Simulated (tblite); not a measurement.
# C4H11F3N2Si: geometry relaxation (part 3 of 4)

Continued. System: C4H11F3N2Si. Method: GFN2-xTB geometry optimisation, gas phase (tblite 0.8.0). It belongs to a series of runs on one base structure; here: constitutional isomer.

Geometry of the input (Å):
```
C  2.4405  -1.1418  -0.3632
C  1.9746  -0.1086  0.6695
N  1.2286  0.9511  0.1359
Si -0.2836  0.5553  -0.6990
N  -0.9319  -1.0623  -0.4001
C  -2.3645  -1.0536  -0.0824
C  -1.4976  1.9183  -0.2397
F  -2.6364  1.4604  0.3345
F  -1.6881  2.7061  -1.3452
F  -0.9055  2.7377  0.7246
H  2.4353  -0.6742  -1.3726
H  3.4647  -1.4492  -0.0986
H  1.7278  -1.9787  -0.3104
H  1.5000  -0.6165  1.5410
H  2.9226  0.3290  1.0816
H  1.7784  1.6948  -0.3277
H  -0.0455  0.7026  -2.1381
H  -0.8867  -1.6134  -1.3022
H  -2.5254  -0.7443  0.9692
H  -2.9458  -0.4981  -0.8253
H  -2.7706  -2.0978  -0.1291
```

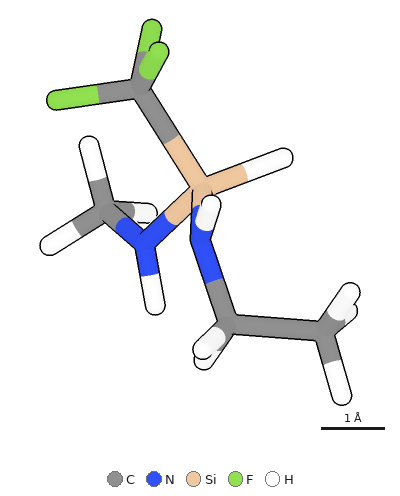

Fig. 1: The geometry at step 106 of the log (stick view, seen at a tilt).

### Trajectory as extended XYZ, continued
```
21
Properties=species:S:1:pos:R:3:forces:R:3 step=82 energy=-979.41866
C     2.7648   -0.8360   -0.6677    0.0320  -0.0070  -0.0350
C     1.9724   -0.4716    0.5880    0.0860  -0.0860  -0.0620
N     1.0623    0.6403    0.3976    0.0770  -0.0080  -0.0820
Si   -0.3214    0.5119   -0.6032   -0.0190   0.0210   0.0170
N    -1.1713   -0.8420    0.0092    0.0060  -0.0410  -0.0560
C    -2.5924   -1.1217   -0.0598   -0.0490   0.0060  -0.0300
C    -1.4062    2.0943   -0.3373    0.0100  -0.0250   0.0770
F    -2.2776    2.0398    0.6876    0.0340   0.0330  -0.0130
F    -2.1559    2.3272   -1.4408    0.0080   0.0170   0.0790
F    -0.6805    3.2194   -0.1486   -0.0330  -0.0660  -0.0100
H     3.3448    0.0128   -1.0268   -0.0700  -0.0200   0.0230
H     3.4514   -1.6602   -0.4729   -0.0820   0.0880   0.0580
H     2.0697   -1.1445   -1.4480    0.0920   0.0710   0.0060
H     1.3838   -1.3419    0.8745   -0.0820   0.0090   0.1110
H     2.6481   -0.2322    1.4148   -0.0010   0.0100  -0.0750
H     1.5671    1.5133    0.3740   -0.0160   0.0820   0.0060
H    -0.1329    0.5908   -2.0662    0.0330  -0.0810  -0.0180
H    -0.6449   -1.7012   -0.0495   -0.0220  -0.0570   0.0700
H    -3.1541   -0.2157    0.1529    0.0430  -0.0090  -0.0060
H    -2.8889   -1.4909   -1.0451   -0.0590  -0.0250  -0.0050
H    -2.8475   -1.8749    0.6900    0.0140   0.0860  -0.0560
21
Properties=species:S:1:pos:R:3:forces:R:3 step=86 energy=-979.42928
C     2.7667   -0.8328   -0.6685   -0.0260   0.0130  -0.0050
C     1.9745   -0.4787    0.5853   -0.0260   0.0590   0.0290
N     1.0725    0.6421    0.3884    0.0420   0.0750  -0.0330
Si   -0.3190    0.5051   -0.5991   -0.0020  -0.0350  -0.0210
N    -1.1694   -0.8533    0.0022    0.0040  -0.0610  -0.0470
C    -2.5943   -1.1156   -0.0691   -0.0530   0.0180   0.0340
C    -1.4063    2.0858   -0.3285   -0.0110   0.0240  -0.0090
F    -2.2745    2.0416    0.6976    0.0210  -0.0090   0.0270
F    -2.1593    2.3224   -1.4300    0.0000  -0.0340   0.0640
F    -0.6808    3.2114   -0.1498    0.0360  -0.0370   0.0230
H     3.3346    0.0298   -1.0101    0.0250  -0.0460   0.0060
H     3.4479   -1.6572   -0.4752    0.0290   0.0420   0.0330
H     2.0815   -1.1288   -1.4575   -0.0060   0.0110  -0.0540
H     1.3741   -1.3383    0.8925    0.0110   0.0730  -0.0180
H     2.6571   -0.2390    1.4047    0.0040   0.0330  -0.0130
H     1.5656    1.5266    0.3644   -0.0280  -0.1350   0.0250
H    -0.1332    0.5666   -2.0641    0.0210  -0.0400  -0.0060
H    -0.6528   -1.7216   -0.0377   -0.0460   0.0570   0.0420
H    -3.1477   -0.2008    0.1395    0.0830  -0.0820  -0.0240
H    -2.8971   -1.4884   -1.0525   -0.0310  -0.0160   0.0400
H    -2.8491   -1.8602    0.6902   -0.0450   0.0910  -0.0950
21
Properties=species:S:1:pos:R:3:forces:R:3 step=90 energy=-979.44040
C     2.7895   -0.8160   -0.6664    0.0330   0.0180   0.0240
C     1.9642   -0.4916    0.5761    0.0320   0.0030  -0.0120
N     1.0658    0.6264    0.3745   -0.0170   0.0060  -0.0010
Si   -0.3302    0.4848   -0.6033    0.0110   0.0080  -0.0080
N    -1.1812   -0.8665    0.0049   -0.0180  -0.0120  -0.0160
C    -2.6068   -1.0997   -0.0901   -0.0530  -0.0370  -0.0080
C    -1.4078    2.0726   -0.3069    0.0090  -0.0100   0.0200
F    -2.2393    2.0589    0.7516    0.0820  -0.0410   0.0240
F    -2.2034    2.3025   -1.3781    0.0250   0.0030   0.0090
F    -0.6547    3.1875   -0.1710   -0.0250  -0.0370  -0.0060
H     3.3184    0.0757   -0.9962    0.0160  -0.0170  -0.0100
H     3.5218   -1.5895   -0.4479   -0.0410  -0.0130  -0.0160
H     2.1446   -1.1492   -1.4772    0.0160   0.0030   0.0620
H     1.3554   -1.3501    0.8640    0.0500  -0.0030  -0.0400
H     2.6333   -0.2623    1.4109   -0.0210   0.0430  -0.0200
H     1.5725    1.4965    0.3177    0.0250   0.0710   0.0370
H    -0.1401    0.5518   -2.0661   -0.0150  -0.0370  -0.0220
H    -0.6755   -1.7399    0.0250   -0.0120   0.0310   0.0020
H    -3.1316   -0.1609    0.0564   -0.0330   0.0030  -0.0640
H    -2.8961   -1.5275   -1.0554   -0.0260   0.0430   0.0260
H    -2.9079   -1.7866    0.7000   -0.0390  -0.0230   0.0210
21
Properties=species:S:1:pos:R:3:forces:R:3 step=94 energy=-979.44944
C     2.8304   -0.7946   -0.6621    0.0020   0.0100  -0.0950
C     1.9621   -0.5004    0.5566    0.0370   0.0300   0.0230
N     1.0670    0.6204    0.3552    0.0060  -0.0720  -0.0020
Si   -0.3381    0.4716   -0.6095    0.0050  -0.0420  -0.0170
N    -1.2121   -0.8664    0.0005   -0.0560   0.0620   0.0230
C    -2.6412   -1.0972   -0.1055    0.0200   0.0800  -0.0110
C    -1.3983    2.0618   -0.2896    0.0210   0.0290  -0.0130
F    -2.1680    2.0665    0.8153    0.0300  -0.0520  -0.0680
F    -2.2404    2.2832   -1.3279   -0.0180  -0.0170   0.0920
F    -0.6369    3.1751   -0.2075    0.0230   0.0170   0.0000
H     3.3348    0.1136   -0.9877   -0.0080  -0.0240   0.0200
H     3.5853   -1.5409   -0.4326   -0.0140  -0.0350   0.0430
H     2.2179   -1.1584   -1.4846   -0.0010   0.0360   0.0280
H     1.3478   -1.3667    0.8046    0.0730  -0.0240  -0.0210
H     2.6013   -0.2817    1.4154    0.0140   0.0140   0.0360
H     1.5856    1.4858    0.3292   -0.0990   0.0690  -0.0290
H    -0.1633    0.5177   -2.0776   -0.0100  -0.0210   0.0380
H    -0.6991   -1.7282    0.1049   -0.0660  -0.0250  -0.0250
H    -3.1542   -0.1380   -0.0477    0.0020  -0.1160   0.0150
H    -2.9175   -1.5775   -1.0500    0.0200  -0.0100   0.0470
H    -2.9720   -1.7288    0.7234    0.0190   0.0930  -0.0850
21
Properties=species:S:1:pos:R:3:forces:R:3 step=98 energy=-979.46052
C     2.8438   -0.7746   -0.6745    0.0330  -0.0410   0.1160
C     1.9730   -0.4853    0.5471    0.0420  -0.0360  -0.0060
N     1.0647    0.6225    0.3520   -0.0240  -0.0260   0.0080
Si   -0.3366    0.4468   -0.6095   -0.0020   0.0470  -0.0050
N    -1.2308   -0.8697    0.0110    0.0050   0.0370   0.0360
C    -2.6561   -1.0860   -0.1201   -0.0860   0.0210   0.0110
C    -1.3815    2.0437   -0.2817   -0.0140   0.0340   0.0040
F    -2.1194    2.0474    0.8447    0.0520  -0.0330  -0.0200
F    -2.2608    2.2600   -1.2877    0.0140   0.0230   0.0180
F    -0.6164    3.1581   -0.2221   -0.0380  -0.0320  -0.0260
H     3.3690    0.1310   -0.9731    0.0220  -0.0960  -0.0320
H     3.5683   -1.5495   -0.4269   -0.0010   0.0900  -0.0810
H     2.2313   -1.1214   -1.5064    0.0400   0.0950   0.0850
H     1.3740   -1.3694    0.7730    0.0220   0.0460   0.0480
H     2.5993   -0.2668    1.4182    0.0280  -0.0270  -0.0710
H     1.5528    1.5081    0.3363   -0.0700  -0.0630  -0.0080
H    -0.1497    0.4635   -2.0721   -0.0300   0.0070  -0.0370
H    -0.7365   -1.7373    0.1454   -0.0070  -0.0440  -0.0150
H    -3.1643   -0.1259   -0.1015   -0.0120  -0.0100  -0.0070
H    -2.9209   -1.5961   -1.0514    0.0260  -0.0130   0.0190
H    -3.0120   -1.6821    0.7222   -0.0010   0.0240  -0.0380
21
Properties=species:S:1:pos:R:3:forces:R:3 step=102 energy=-979.47080
C     2.8808   -0.7503   -0.6601    0.0120   0.0140  -0.0920
C     1.9874   -0.4880    0.5442   -0.0050   0.0080   0.0170
N     1.0581    0.6006    0.3408    0.0010  -0.0190  -0.0060
Si   -0.3426    0.4250   -0.6199   -0.0130  -0.0800  -0.0200
N    -1.2599   -0.8683    0.0159    0.0010  -0.0630   0.0810
C    -2.6883   -1.0653   -0.1430    0.0590  -0.0150   0.0130
C    -1.3624    2.0268   -0.2675   -0.0050  -0.0410  -0.0210
F    -2.0373    2.0168    0.8960    0.0020   0.0490   0.0230
F    -2.2923    2.2372   -1.2256   -0.0510   0.0430  -0.0260
F    -0.6021    3.1434   -0.2506   -0.0090   0.0330   0.0130
H     3.3899    0.1586   -0.9686    0.0590   0.0300   0.0550
H     3.6197   -1.5092   -0.4252    0.0570  -0.0210   0.0110
H     2.2796   -1.0953   -1.4956   -0.0430  -0.0190  -0.0490
H     1.4003   -1.3820    0.7496   -0.0110  -0.0410   0.0700
H     2.5939   -0.2677    1.4256    0.0480   0.0170   0.0120
H     1.5300    1.4934    0.3209   -0.0160  -0.0050   0.0080
H    -0.1949    0.4166   -2.0874    0.0220   0.0310  -0.0180
H    -0.7830   -1.7416    0.1935   -0.0730   0.0850  -0.0400
H    -3.1826   -0.1000   -0.1923    0.0090   0.0090  -0.0470
H    -2.9254   -1.6305   -1.0485   -0.0310   0.0120  -0.0030
H    -3.0779   -1.6033    0.7205   -0.0150  -0.0280   0.0190
21
Properties=species:S:1:pos:R:3:forces:R:3 step=106 energy=-979.47765
C     2.9030   -0.7310   -0.6651   -0.0160   0.0080   0.0370
C     2.0048   -0.4871    0.5453   -0.0070  -0.0150  -0.0310
N     1.0509    0.5809    0.3364   -0.0100  -0.0350  -0.0080
Si   -0.3490    0.3937   -0.6263   -0.0020   0.0610   0.0210
N    -1.2847   -0.8747    0.0312    0.0470  -0.0290   0.0180
C    -2.7088   -1.0552   -0.1570   -0.0350  -0.0050   0.0120
C    -1.3571    2.0104   -0.2648    0.0000   0.0220   0.0030
F    -1.9837    2.0089    0.9261   -0.0280   0.0010  -0.0020
F    -2.3238    2.2325   -1.1861    0.0250  -0.0160   0.0180
F    -0.5934    3.1271   -0.2708    0.0130  -0.0260  -0.0400
H     3.4293    0.1795   -0.9437   -0.0080  -0.0090   0.0350
H     3.6358   -1.5022   -0.4404   -0.0230   0.0060  -0.0350
H     2.2928   -1.0472   -1.5086    0.0580  -0.0040   0.0080
H     1.4354   -1.3941    0.7570    0.0250   0.0150   0.0160
H     2.6076   -0.2545    1.4289    0.0120   0.0280  -0.0610
H     1.4996    1.4858    0.3137    0.0150  -0.0250   0.0250
H    -0.1947    0.3842   -2.0941    0.0000   0.0140   0.0070
H    -0.8277   -1.7520    0.2290    0.0040   0.0230  -0.0170
H    -3.1807   -0.0824   -0.2609   -0.0220  -0.0290  -0.0060
H    -2.9395   -1.6509   -1.0450   -0.0010   0.0080  -0.0020
H    -3.1249   -1.5546    0.7180   -0.0460   0.0080   0.0020
21
Properties=species:S:1:pos:R:3:forces:R:3 step=110 energy=-979.48065
C     2.9091   -0.7219   -0.6665    0.0240  -0.0210  -0.0440
C     2.0124   -0.4899    0.5440    0.0070  -0.0030   0.0130
N     1.0475    0.5678    0.3405    0.0090   0.0210   0.0070
Si   -0.3521    0.3906   -0.6245   -0.0130  -0.0440   0.0130
N    -1.2958   -0.8758    0.0305   -0.0600   0.0320  -0.0190
C    -2.7229   -1.0577   -0.1588    0.0040   0.0170  -0.0020
C    -1.3540    2.0096   -0.2661   -0.0090  -0.0100   0.0130
F    -1.9714    2.0084    0.9305   -0.0010   0.0470  -0.0190
F    -2.3281    2.2270   -1.1790   -0.0030  -0.0140  -0.0030
F    -0.5900    3.1252   -0.2878    0.0050  -0.0160   0.0040
H     3.4498    0.1867   -0.9242   -0.0220  -0.0140   0.0250
H     3.6303   -1.5075   -0.4578    0.0050  -0.0020  -0.0030
H     2.3030   -1.0163   -1.5195    0.0170   0.0030  -0.0150
H     1.4568   -1.4015    0.7692    0.0190  -0.0050  -0.0090
H     2.6254   -0.2417    1.4153   -0.0110   0.0060   0.0030
H     1.4969    1.4725    0.3275   -0.0230   0.0070   0.0100
H    -0.1885    0.3830   -2.0925   -0.0120   0.0090   0.0270
H    -0.8409   -1.7498    0.2416    0.0250  -0.0190  -0.0140
H    -3.1941   -0.0859   -0.2788   -0.0020  -0.0240   0.0150
H    -2.9562   -1.6610   -1.0425    0.0400   0.0050   0.0370
H    -3.1462   -1.5448    0.7215    0.0020   0.0270  -0.0380
21
Properties=species:S:1:pos:R:3:forces:R:3 step=114 energy=-979.48268
C     2.9194   -0.7213   -0.6713   -0.0060   0.0160   0.0140
C     2.0177   -0.4955    0.5392    0.0020  -0.0050  -0.0110
N     1.0469    0.5588    0.3395   -0.0090  -0.0170   0.0000
Si   -0.3575    0.3854   -0.6185   -0.0010   0.0220   0.0050
N    -1.3067   -0.8710    0.0445    0.0120  -0.0070  -0.0010
C    -2.7299   -1.0558   -0.1599   -0.0150  -0.0020   0.0060
C    -1.3555    2.0085   -0.2656   -0.0030   0.0140   0.0030
F    -1.9635    2.0258    0.9350   -0.0040   0.0290  -0.0080
F    -2.3363    2.2213   -1.1735    0.0180  -0.0190   0.0050
F    -0.5855    3.1202   -0.3054   -0.0010  -0.0150  -0.0030
H     3.4599    0.1921   -0.9071    0.0110  -0.0020  -0.0320
H     3.6403   -1.5096   -0.4690   -0.0180   0.0140   0.0100
H     2.3194   -1.0040   -1.5330    0.0160   0.0150   0.0140
H     1.4687   -1.4120    0.7618    0.0060   0.0100  -0.0010
H     2.6264   -0.2408    1.4117    0.0040  -0.0290  -0.0050
H     1.4840    1.4690    0.3420    0.0080   0.0030   0.0060
H    -0.1946    0.3819   -2.0853   -0.0100  -0.0040   0.0030
H    -0.8468   -1.7456    0.2481   -0.0260   0.0010  -0.0030
H    -3.2064   -0.0885   -0.2929    0.0280  -0.0070  -0.0180
H    -2.9455   -1.6714   -1.0383   -0.0060   0.0060   0.0200
H    -3.1635   -1.5308    0.7206   -0.0070  -0.0230  -0.0060
21
Properties=species:S:1:pos:R:3:forces:R:3 step=118 energy=-979.48389
C     2.9340   -0.7117   -0.6730    0.0020   0.0030  -0.0100
C     2.0210   -0.4996    0.5309    0.0010   0.0020   0.0110
N     1.0446    0.5495    0.3359    0.0080   0.0110   0.0140
Si   -0.3638    0.3812   -0.6159   -0.0050  -0.0170   0.0120
N    -1.3190   -0.8685    0.0521   -0.0180   0.0040   0.0070
C    -2.7412   -1.0544   -0.1629    0.0120  -0.0110  -0.0080
C    -1.3529    2.0074   -0.2606    0.0140   0.0040   0.0070
F    -1.9434    2.0453    0.9478   -0.0110   0.0080   0.0050
F    -2.3450    2.2107   -1.1573    0.0030   0.0110  -0.0100
F    -0.5771    3.1135   -0.3241   -0.0020   0.0210  -0.0200
H     3.4756    0.2028   -0.9044   -0.0090  -0.0090   0.0060
H     3.6532   -1.4993   -0.4647    0.0090   0.0060   0.0030
H     2.3463   -0.9946   -1.5424   -0.0130   0.0100  -0.0010
H     1.4763   -1.4202    0.7465    0.0110  -0.0020  -0.0240
H     2.6246   -0.2494    1.4080    0.0010  -0.0160   0.0080
H     1.4754    1.4625    0.3572   -0.0050   0.0020  -0.0100
H    -0.2095    0.3737   -2.0839   -0.0030  -0.0020   0.0120
H    -0.8629   -1.7411    0.2684   -0.0030  -0.0280   0.0050
H    -3.2104   -0.0878   -0.3236    0.0080  -0.0220   0.0000
H    -2.9460   -1.6880   -1.0307   -0.0150   0.0090  -0.0020
H    -3.1885   -1.5151    0.7192    0.0150   0.0150  -0.0040
21
Properties=species:S:1:pos:R:3:forces:R:3 step=122 energy=-979.48505
C     2.9392   -0.7044   -0.6780   -0.0070   0.0080   0.0130
C     2.0245   -0.5069    0.5279   -0.0050  -0.0080  -0.0030
N     1.0461    0.5431    0.3460   -0.0030  -0.0030   0.0100
Si   -0.3668    0.3813   -0.6011    0.0060   0.0010   0.0060
N    -1.3252   -0.8665    0.0654    0.0280  -0.0400   0.0000
C    -2.7441   -1.0577   -0.1607   -0.0110   0.0010   0.0000
C    -1.3540    2.0138   -0.2612   -0.0060   0.0110  -0.0100
F    -1.9489    2.0742    0.9446    0.0170   0.0030  -0.0260
F    -2.3440    2.2009   -1.1655    0.0170   0.0040   0.0170
F    -0.5784    3.1192   -0.3459   -0.0100  -0.0060   0.0030
H     3.4831    0.2112   -0.8970    0.0060   0.0030   0.0110
H     3.6547   -1.4970   -0.4757    0.0140   0.0120  -0.0110
H     2.3539   -0.9738   -1.5533   -0.0200   0.0020   0.0110
H     1.4819   -1.4319    0.7278   -0.0130  -0.0090  -0.0160
H     2.6263   -0.2728    1.4116   -0.0060   0.0070  -0.0190
H     1.4755    1.4565    0.3675    0.0130   0.0080   0.0000
H    -0.2137    0.3753   -2.0691    0.0010  -0.0070   0.0040
H    -0.8719   -1.7432    0.2750    0.0090   0.0130   0.0110
H    -3.2153   -0.0938   -0.3312    0.0010  -0.0190   0.0140
H    -2.9405   -1.6953   -1.0279   -0.0150   0.0030   0.0180
H    -3.1914   -1.5151    0.7235   -0.0150   0.0160  -0.0340
21
Properties=species:S:1:pos:R:3:forces:R:3 step=127 energy=-979.48622
C     2.9548   -0.6859   -0.6798    0.0000   0.0070  -0.0080
C     2.0303   -0.5146    0.5220   -0.0050  -0.0020   0.0010
N     1.0468    0.5329    0.3525    0.0010  -0.0010  -0.0050
Si   -0.3712    0.3697   -0.5873   -0.0060  -0.0050   0.0010
N    -1.3393   -0.8752    0.0728   -0.0100   0.0080   0.0000
C    -2.7583   -1.0565   -0.1684    0.0030   0.0010   0.0020
C    -1.3488    2.0117   -0.2569    0.0060   0.0010  -0.0080
F    -1.9232    2.0972    0.9567    0.0090  -0.0120  -0.0030
F    -2.3529    2.1859   -1.1473   -0.0020   0.0010  -0.0050
F    -0.5731    3.1138   -0.3746    0.0120  -0.0010   0.0000
H     3.4973    0.2353   -0.8804   -0.0210   0.0010   0.0080
H     3.6756   -1.4763   -0.4862   -0.0070   0.0060  -0.0110
H     2.3738   -0.9451   -1.5612    0.0060   0.0070   0.0010
H     1.4918   -1.4465    0.6999   -0.0040  -0.0010   0.0010
H     2.6260   -0.2897    1.4116   -0.0100  -0.0090   0.0070
H     1.4778    1.4465    0.3714   -0.0160  -0.0080   0.0020
H    -0.2246    0.3555   -2.0559    0.0090  -0.0030   0.0000
H    -0.8943   -1.7498    0.3060    0.0070   0.0110   0.0060
H    -3.2182   -0.0932   -0.3682    0.0140  -0.0020   0.0000
H    -2.9514   -1.7135   -1.0218    0.0050   0.0070   0.0110
H    -3.2278   -1.4853    0.7178    0.0060  -0.0060   0.0000
```
